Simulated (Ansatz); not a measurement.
**C₆H₁₆F₂N₂Sn: a spread of methods and bases**

Aim: run C₆H₁₆F₂N₂Sn under a spread of inputs, and see what each costs and gives.

The runs use Ansatz 0.2.0, Gaussian basis; the settings change from run to run.

### Step 1. The molecule

The structure was relaxed beforehand with PBE0-D4 in a triple-zeta def2 set. Sn takes a core potential in def2 sets; no spin-orbit term is included.

27 atoms, charge 0, spin multiplicity 1.

Atoms are counted from 1 here; the program's logs count them from 0.

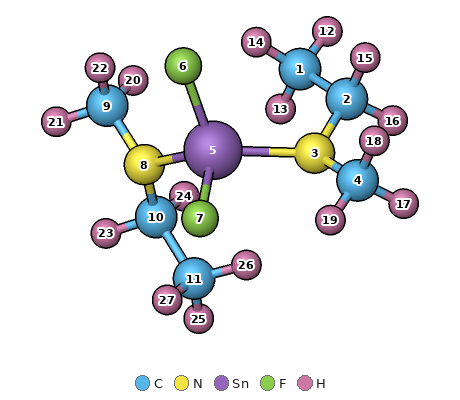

The geometry (carbon blue, nitrogen yellow, tin purple, fluorine green, hydrogen pink); atoms are numbered from 1 in the order of the file.

### Step 2. wB97X-V/def2-TZVPP

in.yaml reads:

```yaml
crystal:
  periodic: [false, false, false]
  atoms:
    - {symbol: C, position_ang: [-0.776364, 0.716940, -2.012537]}
    - {symbol: C, position_ang: [0.662367, 1.182835, -1.964353]}
    - {symbol: N, position_ang: [1.306380, 0.882042, -0.703578]}
    - {symbol: C, position_ang: [2.666081, 1.372142, -0.616438]}
    - {symbol: Sn, position_ang: [0.201314, 0.823066, 0.960179]}
    - {symbol: F, position_ang: [-0.770128, 2.455311, 1.258389]}
    - {symbol: F, position_ang: [1.533730, 0.795638, 2.332831]}
    - {symbol: N, position_ang: [-1.153248, -0.582792, 1.345724]}
    - {symbol: C, position_ang: [-2.552645, -0.233974, 1.241592]}
    - {symbol: C, position_ang: [-0.868382, -1.960211, 1.004916]}
    - {symbol: C, position_ang: [0.598910, -2.301547, 1.144724]}
    - {symbol: H, position_ang: [-1.203167, 0.889906, -3.001825]}
    - {symbol: H, position_ang: [-0.855117, -0.351876, -1.794419]}
    - {symbol: H, position_ang: [-1.403271, 1.270153, -1.301787]}
    - {symbol: H, position_ang: [0.703506, 2.261924, -2.183473]}
    - {symbol: H, position_ang: [1.232000, 0.684975, -2.762346]}
    - {symbol: H, position_ang: [3.281810, 0.884994, -1.382870]}
    - {symbol: H, position_ang: [2.738400, 2.458340, -0.772519]}
    - {symbol: H, position_ang: [3.097334, 1.139004, 0.357704]}
    - {symbol: H, position_ang: [-2.963447, -0.404657, 0.233951]}
    - {symbol: H, position_ang: [-3.135619, -0.844512, 1.941836]}
    - {symbol: H, position_ang: [-2.710302, 0.813430, 1.501977]}
    - {symbol: H, position_ang: [-1.457571, -2.596961, 1.679845]}
    - {symbol: H, position_ang: [-1.210962, -2.200599, -0.016603]}
    - {symbol: H, position_ang: [0.766350, -3.362961, 0.954074]}
    - {symbol: H, position_ang: [1.209422, -1.749982, 0.419191]}
    - {symbol: H, position_ang: [0.960718, -2.071028, 2.149312]}
basis:
  gaussian: {orbitals: def2-TZVPP}
hamiltonian: {xc: {name: wB97X-V}}
output: {forces: true}
```

The run is started by

```sh
$ ansatz run in.yaml --threads 11 --pin off --events-out ev --progress --plain --max-ram 174080MiB --backend cuda --devices 0, --max-vram 75GiB
```

Output, cut to the lines that bear on the results:

```text
Functional definition: wB97X-V
  name "wB97X-V"
  cite "Mardirossian & Head-Gordon, Phys. Chem. Chem. Phys. 16, 9904 (2014) doi:10.1039/C3CP54374A"
  cite "Becke, J. Chem. Phys. 107, 8554 (1997) doi:10.1063/1.475007"
  cite "Vydrov & Van Voorhis, J. Chem. Phys. 133, 244103 (2010) doi:10.1063/1.3521275"
[...]
      + integral(e_c_pw_opposite_spin*poly(b97_u_opposite, cos0, cos1)) + vv10(b, c)
3078 factors; their error is unknown
765 factors; integrals over basis functions are off by at most 6.3e-6 eV
[...]
mean field -20731.65533911 eV, -761.8742812916 hartree, gradient 3.9e-5 eV, S^2 0.000000; 0 other end points of the search recorded, 0 dependent functions left out
[...]
reference -20731.65533582 eV, -761.8742811705 hartree; 53, 53 occupied and 531, 531 virtual orbitals, 3078 factors
Total energy: -20731.65533582 eV, -761.8742811705 hartree
Atom 0 at    -0.776364     0.716940    -2.012537 Å, force    -0.198660    -0.052402    -0.021268 eV/Å
Atom 1 at     0.662367     1.182835    -1.964353 Å, force     0.128142     0.097932    -0.277107 eV/Å
Atom 2 at     1.306380     0.882042    -0.703578 Å, force    -0.290523    -0.094267     0.371031 eV/Å
Atom 3 at     2.666081     1.372142    -0.616438 Å, force     0.273739     0.061603    -0.008833 eV/Å
Atom 4 at     0.201314     0.823066     0.960179 Å, force     0.011922    -0.054555    -0.017054 eV/Å
[...]
Atom 11 at    -1.203167     0.889906    -3.001825 Å, force    -0.010419     0.004186    -0.021354 eV/Å
Atom 12 at    -0.855117    -0.351876    -1.794419 Å, force     0.001422    -0.045633     0.015339 eV/Å
Atom 13 at    -1.403271     1.270153    -1.301787 Å, force    -0.026545     0.020147     0.031935 eV/Å
Atom 14 at     0.703506     2.261924    -2.183473 Å, force     0.002076     0.018018     0.012012 eV/Å
Atom 15 at     1.232000     0.684975    -2.762346 Å, force    -0.001642    -0.000279    -0.016261 eV/Å
Atom 16 at     3.281810     0.884994    -1.382870 Å, force     0.014815    -0.002867    -0.009788 eV/Å
Atom 17 at     2.738400     2.458340    -0.772519 Å, force    -0.017128     0.018783    -0.002325 eV/Å
Atom 18 at     3.097334     1.139004     0.357704 Å, force     0.016644    -0.006140     0.028890 eV/Å
Atom 19 at    -2.963447    -0.404657     0.233951 Å, force     0.008471    -0.008261    -0.028149 eV/Å
Atom 20 at    -3.135619    -0.844512     1.941836 Å, force    -0.017653    -0.004840     0.006842 eV/Å
Atom 21 at    -2.710302     0.813430     1.501977 Å, force    -0.008852     0.033379     0.007428 eV/Å
Atom 22 at    -1.457571    -2.596961     1.679845 Å, force    -0.000108    -0.018102     0.001395 eV/Å
Atom 23 at    -1.210962    -2.200599    -0.016603 Å, force    -0.005988     0.012880    -0.020718 eV/Å
Atom 24 at     0.766350    -3.362961     0.954074 Å, force     0.004035    -0.025357    -0.003624 eV/Å
Atom 25 at     1.209422    -1.749982     0.419191 Å, force     0.022248     0.009387    -0.015161 eV/Å
Atom 26 at     0.960718    -2.071028     2.149312 Å, force     0.007900     0.011155     0.033525 eV/Å
Dipole moment:    -0.145376    -0.493841    -0.703105 e Å
```

It took 4.5 s on 1 × H100 with 11 threads of AMD EPYC 7R13, shared host.

Largest force 0.481 eV/Å, dipole 4.19 D.

### Step 3. CAM-B3LYP/x2c-TZVPPall

This run has charge +1, multiplicity 2, the search for lower states set to light.

in.yaml: that of step 2 with these lines changed.

```diff
@@ -31,4 +31,7 @@
 basis:
-  gaussian: {orbitals: def2-TZVPP}
-hamiltonian: {xc: {name: wB97X-V}}
+  gaussian: {orbitals: x2c-TZVPPall}
+total_charge: 1
+magnetization: {spin_polarized: true, initial_magnetization: 1}
+hamiltonian: {xc: {name: CAM-B3LYP}}
+scf: {lower_state_search: light}
 output: {forces: true}
```

Same command.

Output, cut to the lines that bear on the results:

```text
Functional definition: CAM-B3LYP
  name "CAM-B3LYP"
  cite "Yanai, Tew & Handy, Chem. Phys. Lett. 393, 51 (2004) doi:10.1016/j.cplett.2004.06.011"
  cite "Iikura, Tsuneda, Yanai & Hirao, J. Chem. Phys. 115, 3540 (2001) doi:10.1063/1.1383587"
  cite "Becke, Phys. Rev. A 38, 3098 (1988) doi:10.1103/PhysRevA.38.3098"
  cite "Lee, Yang & Parr, Phys. Rev. B 37, 785 (1988) doi:10.1103/PhysRevB.37.785"
  cite "Vosko, Wilk & Nusair, Can. J. Phys. 58, 1200 (1980) doi:10.1139/p80-159"
[...]
  # Exact exchange under (alpha + beta erf(omega r))/r, Becke's under what is left of 1/r.
[...]
3287 factors; their error is unknown
783 factors; integrals over basis functions are off by at most 7.8e-6 eV
[...]
mean field -182983.32877291 eV, -6724.5133018496 hartree, gradient 1.8e-5 eV, S^2 0.755906; 2 other end points of the search recorded, 0 dependent functions left out
[...]
Atom 17 at     2.738400     2.458340    -0.772519 Å, force    -0.080781    -0.197887     0.039460 eV/Å
Atom 18 at     3.097334     1.139004     0.357704 Å, force     0.017722     0.029405    -0.118299 eV/Å
Atom 19 at    -2.963447    -0.404657     0.233951 Å, force     0.365385    -0.164100     0.130648 eV/Å
Atom 20 at    -3.135619    -0.844512     1.941836 Å, force     0.112774    -0.081165    -0.156515 eV/Å
Atom 21 at    -2.710302     0.813430     1.501977 Å, force     0.091082    -0.067762    -0.067173 eV/Å
Atom 22 at    -1.457571    -2.596961     1.679845 Å, force    -0.138639     0.158070    -0.144879 eV/Å
Atom 23 at    -1.210962    -2.200599    -0.016603 Å, force    -0.214963     0.415107     0.207376 eV/Å
Atom 24 at     0.766350    -3.362961     0.954074 Å, force    -0.074560     0.137999     0.040236 eV/Å
Atom 25 at     1.209422    -1.749982     0.419191 Å, force    -0.057578    -0.120979     0.067715 eV/Å
Atom 26 at     0.960718    -2.071028     2.149312 Å, force    -0.010416    -0.107919    -0.086553 eV/Å
Dipole moment:    -1.015521    -1.382796    -0.480982 e Å
```

Run time: 8.5 s. Hardware: 1 × H100 with 11 threads of AMD EPYC 7R13, shared host; peak host memory 1.8 GiB.

Largest force 4.166 eV/Å, ⟨S²⟩ 0.756.

### Step 4. SVWN5/def2-TZVPD

Options: high accuracy.

in.yaml: that of step 3 with these lines changed.

```diff
@@ -31,7 +31,5 @@
 basis:
-  gaussian: {orbitals: x2c-TZVPPall}
-total_charge: 1
-magnetization: {spin_polarized: true, initial_magnetization: 1}
-hamiltonian: {xc: {name: CAM-B3LYP}}
-scf: {lower_state_search: light}
+  gaussian: {orbitals: def2-TZVPD}
+hamiltonian: {xc: {name: SVWN5}}
+accuracy: high
 output: {forces: true}
```

Launched as before.

Output, cut to the lines that bear on the results:

```text
Functional definition: SVWN5
  name "SVWN5"
  cite "Dirac, Proc. Camb. Phil. Soc. 26, 376 (1930) doi:10.1017/S0305004100016108"
  cite "Slater, Phys. Rev. 81, 385 (1951) doi:10.1103/PhysRev.81.385"
  cite "Vosko, Wilk & Nusair, Can. J. Phys. 58, 1200 (1980) doi:10.1139/p80-159"
[...]
9722 factors; integrals over basis functions are off by at most 5.4e-8 eV
[...]
mean field -20608.08642844 eV, -757.3332075826 hartree, gradient 7.7e-8 eV, S^2 0.000000; 0 other end points of the search recorded, 0 dependent functions left out
[...]
reference -20608.08643544 eV, -757.3332078398 hartree; 53, 53 occupied and 523, 523 virtual orbitals, 9722 factors
Total energy: -20608.08643544 eV, -757.3332078398 hartree
Atom 0 at    -0.776364     0.716940    -2.012537 Å, force     0.564936     0.178291     0.054039 eV/Å
[...]
Atom 17 at     2.738400     2.458340    -0.772519 Å, force     0.010735     0.319501    -0.055725 eV/Å
Atom 18 at     3.097334     1.139004     0.357704 Å, force     0.112268    -0.082686     0.346194 eV/Å
Atom 19 at    -2.963447    -0.404657     0.233951 Å, force    -0.109524    -0.062187    -0.331365 eV/Å
Atom 20 at    -3.135619    -0.844512     1.941836 Å, force    -0.152202    -0.194022     0.213473 eV/Å
Atom 21 at    -2.710302     0.813430     1.501977 Å, force    -0.018370     0.362424     0.082970 eV/Å
Atom 22 at    -1.457571    -2.596961     1.679845 Å, force    -0.203050    -0.160902     0.219429 eV/Å
Atom 23 at    -1.210962    -2.200599    -0.016603 Å, force    -0.126486    -0.050616    -0.338402 eV/Å
Atom 24 at     0.766350    -3.362961     0.954074 Å, force     0.053439    -0.297689    -0.054863 eV/Å
Atom 25 at     1.209422    -1.749982     0.419191 Å, force     0.165771     0.220607    -0.236449 eV/Å
Atom 26 at     0.960718    -2.071028     2.149312 Å, force     0.093858     0.092818     0.304594 eV/Å
Dipole moment:    -0.134378    -0.510007    -0.703865 e Å
```

It took 11 s on 1 × H100 with 11 threads of AMD EPYC 7R13, shared host; peak host memory 2.5 GiB.

Largest force 0.756 eV/Å, dipole 4.22 D.

### Step 5. BHLYP/def2-TZVP

This run has the search for lower states set to full.

in.yaml: that of step 4 with these lines changed.

```diff
@@ -31,5 +31,4 @@
 basis:
-  gaussian: {orbitals: def2-TZVPD}
-hamiltonian: {xc: {name: SVWN5}}
-accuracy: high
-output: {forces: true}
+  gaussian: {orbitals: def2-TZVP}
+hamiltonian: {xc: {name: BHLYP}}
+scf: {lower_state_search: full}
```

Same command.

Output:

```text
Functional definition: BHLYP
  name "BHLYP"
  cite "Becke, J. Chem. Phys. 98, 1372 (1993) doi:10.1063/1.464304"
  cite "Becke, Phys. Rev. A 38, 3098 (1988) doi:10.1103/PhysRevA.38.3098"
  cite "Lee, Yang & Parr, Phys. Rev. B 37, 785 (1988) doi:10.1103/PhysRevB.37.785"
  parameter a = 0.5
  exchange = (1 - a)*b88_x + a*exact_x
  correlation = lyp_c
3202 factors; their error is unknown
mean field evaluation 1: about -20709.6205 eV, gradient 9.0e1 eV
mean field evaluation 2: about -20708.5495 eV, gradient 9.7e1 eV
mean field evaluation 4: about -20725.9847 eV, gradient 3.5e0 eV
mean field evaluation 8: about -20726.0045 eV, gradient 6.4e-2 eV
mean field evaluation 16: about -20726.1916 eV, gradient 3.9e-4 eV
mean field -20726.19157463 eV, -761.6734916504 hartree, gradient 4.4e-5 eV, S^2 0.000000; 0 other end points of the search recorded, 0 dependent functions left out
reference -20726.19185324 eV, -761.6735018891 hartree; 53, 53 occupied and 403, 403 virtual orbitals, 3202 factors
Total energy: -20726.19185324 eV, -761.6735018891 hartree
```

It took 2.1 s on 1 × H100 with 11 threads of AMD EPYC 7R13, shared host.

### Step 6. RPA/ANO-RCC-VTZP

This run has charge +1, multiplicity 2, correlated electrons set to all, the search for lower states set to full.

in.yaml: that of step 5 with these lines changed.

```diff
@@ -31,4 +31,7 @@
 basis:
-  gaussian: {orbitals: def2-TZVP}
-hamiltonian: {xc: {name: BHLYP}}
+  gaussian: {orbitals: ANO-RCC-VTZP}
+total_charge: 1
+magnetization: {spin_polarized: true, initial_magnetization: 1}
+hamiltonian: {xc: {name: PBE}}
+correlation: {method: rpa, electrons: all}
 scf: {lower_state_search: full}
```

Launched as before.

Output, cut to the lines that bear on the results:

```text
Functional definition: PBE
  name "PBE"
  cite "Perdew, Burke & Ernzerhof, Phys. Rev. Lett. 77, 3865 (1996) doi:10.1103/PhysRevLett.77.3865"
  parent pbe
[...]
3538 factors; integrals over basis functions are off by at most 1.1e-3 eV
[...]
mean field -182948.79940974 eV, -6723.2443711577 hartree, gradient 1.4e-6 eV, S^2 0.754577; 6 other end points of the search recorded, 0 dependent functions left out
reference -182810.61602962 eV, -6718.1662256024 hartree; 67, 66 occupied and 525, 526 virtual orbitals, 3538 factors
Total energy: -182932.73641657 eV, -6722.6540670467 hartree
Relativity: scalar
```

It took 25 s on 1 × H100 with 11 threads of AMD EPYC 7R13, shared host; peak host memory 6.2 GiB.

⟨S²⟩ 0.755.

### Step 7. PBEsol/def2-TZVPD

Set apart from the defaults: density fitting with def2-universal-jkfit, D3(BJ) dispersion.

in.yaml: that of step 6 with these lines changed.

```diff
@@ -31,7 +31,4 @@
 basis:
-  gaussian: {orbitals: ANO-RCC-VTZP}
-total_charge: 1
-magnetization: {spin_polarized: true, initial_magnetization: 1}
-hamiltonian: {xc: {name: PBE}}
-correlation: {method: rpa, electrons: all}
-scf: {lower_state_search: full}
+  gaussian: {orbitals: def2-TZVPD, fitting: {mean_field: def2-universal-jkfit}}
+hamiltonian: {xc: {name: PBEsol}, dispersion: d3bj}
+output: {forces: true}
```

The command is unchanged.

Output, cut to the lines that bear on the results:

```text
Functional definition: PBEsol
  name "PBEsol"
  cite "Perdew et al., Phys. Rev. Lett. 100, 136406 (2008) doi:10.1103/PhysRevLett.100.136406"
  cite "Perdew, Burke & Ernzerhof, Phys. Rev. Lett. 77, 3865 (1996) doi:10.1103/PhysRevLett.77.3865"
  parent pbesol
[...]
1264 factors; integrals over basis functions are off by at most 1.6e0 eV
[...]
mean field -20656.35644564 eV, -759.1070979960 hartree, gradient 5.4e-5 eV, S^2 0.000000; 0 other end points of the search recorded, 0 dependent functions left out
[...]
reference -20656.35652363 eV, -759.1071008620 hartree; 53, 53 occupied and 523, 523 virtual orbitals, 1264 factors
Total energy: -20656.70900189 eV, -759.1200541994 hartree
Atom 0 at    -0.776364     0.716940    -2.012537 Å, force     0.280104     0.084586     0.019574 eV/Å
Atom 1 at     0.662367     1.182835    -1.964353 Å, force    -0.234165    -0.123742     0.274866 eV/Å
[...]
Atom 17 at     2.738400     2.458340    -0.772519 Å, force     0.032134     0.347529    -0.054705 eV/Å
Atom 18 at     3.097334     1.139004     0.357704 Å, force     0.130973    -0.079112     0.330426 eV/Å
Atom 19 at    -2.963447    -0.404657     0.233951 Å, force    -0.140226    -0.058836    -0.331562 eV/Å
Atom 20 at    -3.135619    -0.844512     1.941836 Å, force    -0.176018    -0.200787     0.227076 eV/Å
Atom 21 at    -2.710302     0.813430     1.501977 Å, force    -0.038981     0.351086     0.084732 eV/Å
Atom 22 at    -1.457571    -2.596961     1.679845 Å, force    -0.207952    -0.188217     0.226563 eV/Å
Atom 23 at    -1.210962    -2.200599    -0.016603 Å, force    -0.125147    -0.079829    -0.342615 eV/Å
Atom 24 at     0.766350    -3.362961     0.954074 Å, force     0.060357    -0.324399    -0.059761 eV/Å
Atom 25 at     1.209422    -1.749982     0.419191 Å, force     0.181414     0.199198    -0.236828 eV/Å
Atom 26 at     0.960718    -2.071028     2.149312 Å, force     0.109061     0.077149     0.313575 eV/Å
Dipole moment:    -0.134171    -0.502868    -0.684922 e Å
```

Wall time 2.6 s (1 × H100 with 11 threads of AMD EPYC 7R13, shared host).

Largest force 0.427 eV/Å, dipole 4.13 D.

### Step 8. r2SCANh/def2-TZVPP

Set apart from the defaults: finite nuclei, D3(BJ) with three-body dispersion, high accuracy.

in.yaml: that of step 7 with these lines changed.

```diff
@@ -31,4 +31,4 @@
 basis:
-  gaussian: {orbitals: def2-TZVPD, fitting: {mean_field: def2-universal-jkfit}}
-hamiltonian: {xc: {name: PBEsol}, dispersion: d3bj}
-output: {forces: true}
+  gaussian: {orbitals: def2-TZVPP, nuclear_model: gaussian}
+hamiltonian: {xc: {name: r2SCANh}, dispersion: d3bjatm}
+accuracy: high
```

Launched as before.

Output, cut to the lines that bear on the results:

```text
Functional definition: r2SCANh
  name "r2SCANh"
  cite "Bursch, Neugebauer, Ehlert & Grimme, J. Chem. Phys. 156, 134105 (2022) doi:10.1063/5.0086040"
  cite "Furness, Kaplan, Ning, Perdew & Sun, J. Phys. Chem. Lett. 11, 8208 (2020) doi:10.1021/acs.jpclett.0c02405"
  cite "Furness, Kaplan, Ning, Perdew & Sun, J. Phys. Chem. Lett. 11, 9248 (2020) doi:10.1021/acs.jpclett.0c03077"
  parent r2scan
[...]
10876 factors; integrals over basis functions are off by at most 2.3e-7 eV
[...]
mean field -20729.71344871 eV, -761.8029181355 hartree, gradient 8.8e-8 eV, S^2 0.000000; 0 other end points of the search recorded, 0 dependent functions left out
reference -20729.71345020 eV, -761.8029181905 hartree; 53, 53 occupied and 531, 531 virtual orbitals, 10876 factors
Total energy: -20729.96909453 eV, -761.8123129462 hartree
```

Run time: 12 s. Hardware: 1 × H100 with 11 threads of AMD EPYC 7R13, shared host; peak host memory 3 GiB.

### Step 9. The runs in one table

| level | charge | multiplicity | geometry | functions | energy (eV) | time |
| --- | --- | --- | --- | --- | --- | --- |
| wB97X-V/def2-TZVPP | 0 | 1 | relaxed | 584 | -20731.655 | 4.5 s |
| CAM-B3LYP/x2c-TZVPPall | 1 | 2 | relaxed | 594 | -182983.329 | 8.5 s |
| SVWN5/def2-TZVPD | 0 | 1 | relaxed | 576 | -20608.086 | 11 s |
| BHLYP/def2-TZVP | 0 | 1 | relaxed | 456 | -20726.192 | 2.1 s |
| RPA/ANO-RCC-VTZP | 1 | 2 | relaxed | 592 | -182932.736 | 25 s |
| PBEsol/def2-TZVPD | 0 | 1 | relaxed | 576 | -20656.709 | 2.6 s |
| r2SCANh/def2-TZVPP | 0 | 1 | relaxed | 584 | -20729.969 | 12 s |

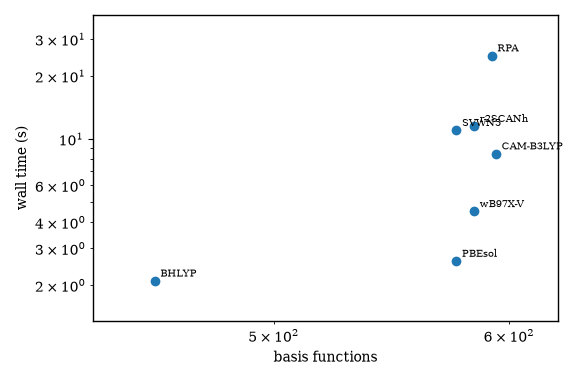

Wall time against the number of basis functions (shared host).

### Step 10. Outcome

| quantity | value |
| --- | --- |
| runs | 7 |
| quickest | BHLYP/def2-TZVP, 2.1 s |
| slowest | RPA/ANO-RCC-VTZP, 25 s |
| spread of total energies, same state and geometry | 123.6 eV |
| dipole, same state and geometry | 4.13 to 4.22 D |

In words: Run time spans a factor of 12, from BHLYP/def2-TZVP to RPA/ANO-RCC-VTZP. The jobs differ in tasks and options as well as level. Total energies at one charge and spin differ by 124 eV between levels, so only differences within one level mean anything. At the PBE0-D4/def2-TZVP geometry and in the same state, runs without warnings or point charges leave forces up to 0.76 eV/Å (SVWN5/def2-TZVPD). At that geometry and state the dipole changes by 2 % between the lowest and highest value.
